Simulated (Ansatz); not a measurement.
We consider fluorite AuAl2, described by PBE-D3(BJ) (Ansatz, a quantum-chemistry and plane-wave program, plane waves, PAW).

Run with plane-wave cutoff 520 eV, 16×16×16 k mesh, Fermi–Dirac smearing 0.05 eV, scalar-relativistic PAW data made under PBE.

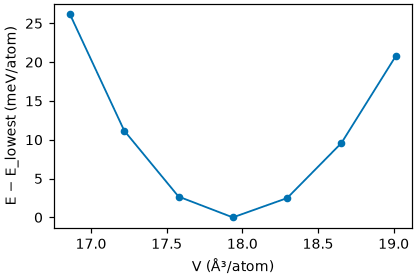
Figure: Total energy against volume

Task: From the curve, estimate the equilibrium volume and the bulk modulus.

Result: V0 ≈ 17.9 Å³/atom and B0 ≈ 120 GPa; the fit gives V0 = 17.937 Å³/atom, B0 = 115 GPa, B′ = 4.8.

Spin–orbit coupling is not included; it can shift volumes and moduli of such heavy elements.

Computed values are for the static lattice.
